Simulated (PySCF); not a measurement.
**UM06-2X/def2-SVP run of C3H6NSi (SMILES [SiH3]CC1[C]=N1)**

Aim: the vertical ionisation energy of C3H6NSi at UM06-2X/def2-SVP, from 2 runs. Input form: a Python script.

Program for the calculation: PySCF 2.14.0.

### 1 The system as given

C3H6NSi: 11 atoms, total charge 0, spin state doublet. As SMILES, `[SiH3]CC1[C]=N1`. The coordinates come from a GFN2-xTB relaxation. This is one conformer, not always the lowest.

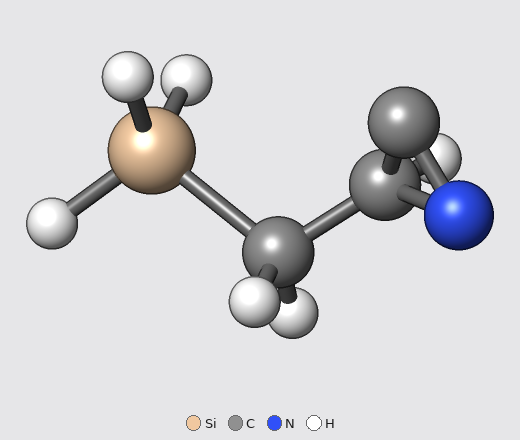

Viewed from a chosen angle; silicon light orange, carbon grey, nitrogen blue, hydrogen white.

### 2 A single-point energy at UM06-2X/def2-SVP

Contents of run.py:

```python
from pyscf import gto, dft

molecule = gto.M(
    atom='''
Si    -1.132720    -0.249630     1.064360
C      0.614030     0.157150     0.367050
C      0.676350    -0.144480    -1.080040
C      0.092280     0.731330    -2.083610
N      1.317410     0.934930    -2.043610
H     -1.088810    -0.016450     2.507690
H     -2.099950     0.627660     0.410130
H     -1.427250    -1.653530     0.778300
H      0.819920     1.214700     0.533270
H      1.360100    -0.427140     0.905750
H      0.868650    -1.174530    -1.359280
''',
    max_memory=1860,
    verbose=3,
    spin=1,
    basis='def2-svp',
)

ks = dft.UKS(molecule, xc='m06-2x')
ks.conv_tol = 1e-10
ks.grids.level = 4
ks.kernel()
if not ks.converged:
    ks = ks.newton().run(ks.mo_coeff, ks.mo_occ)

energy = ks.e_tot
print('E(%s) = %.9f' % ('M06-2X', energy))
```

Launch:

```console
$ OMP_NUM_THREADS=1 python run.py
```

Standard output:

```text
converged SCF energy = -461.701207962755  <S^2> = 0.75566742  2S+1 = 2.0056594
E(M06-2X) = -461.701207963
```

It took 2 min on 1 thread of Arm Neoverse V1, shared host; peak memory 0.62 GiB.

### 3 The singlet cation

Contents of input.py:

```python
from pyscf import gto, dft

molecule = gto.M(
    atom='''
Si    -1.132720    -0.249630     1.064360
C      0.614030     0.157150     0.367050
C      0.676350    -0.144480    -1.080040
C      0.092280     0.731330    -2.083610
N      1.317410     0.934930    -2.043610
H     -1.088810    -0.016450     2.507690
H     -2.099950     0.627660     0.410130
H     -1.427250    -1.653530     0.778300
H      0.819920     1.214700     0.533270
H      1.360100    -0.427140     0.905750
H      0.868650    -1.174530    -1.359280
''',
    spin=0,
    charge=1,
    verbose=3,
    max_memory=1860,
    basis='def2-svp',
)

mf = dft.RKS(molecule, xc='m06-2x')
mf.conv_tol = 1e-10
mf.grids.level = 4
mf.kernel()
if not mf.converged:
    mf = mf.newton().run(mf.mo_coeff, mf.mo_occ)

etot = mf.e_tot
print(f'total energy: {etot:.8f} hartree')
```

Launch:

```console
$ OMP_NUM_THREADS=1 python input.py
```

Standard output:

```text
converged SCF energy = -461.368187254957
total energy: -461.36818725 hartree
```

Wall time 56 s (1 thread of Arm Neoverse V1, shared host); peak memory 0.59 GiB.

### 4 Results

Level: UM06-2X/def2-SVP.

```
                                           quantity          value
                      doublet C3H6NSi: total energy  -461.70121 Eh
                     doublet C3H6NSi: dipole moment         2.50 D
doublet C3H6NSi: HOMO energy (highest over α and β)       -7.85 eV
 doublet C3H6NSi: LUMO energy (lowest over α and β)       -2.47 eV
                              doublet C3H6NSi: ⟨S²⟩          0.756
                       singlet cation: total energy  -461.36819 Eh
                        singlet cation: HOMO energy      -15.92 eV
                        singlet cation: LUMO energy      -10.24 eV
                      singlet cation: HOMO–LUMO gap        5.68 eV
 vertical ionisation energy (to the singlet cation)       9.062 eV
```

Removing an electron at fixed nuclei costs 9.06 eV (209 kcal/mol). Only the singlet of the ionised species was computed; a triplet could lie lower. Mulliken charges (singlet cation) run from -0.26 on C2 to +0.43 on Si1; they depend strongly on the basis.
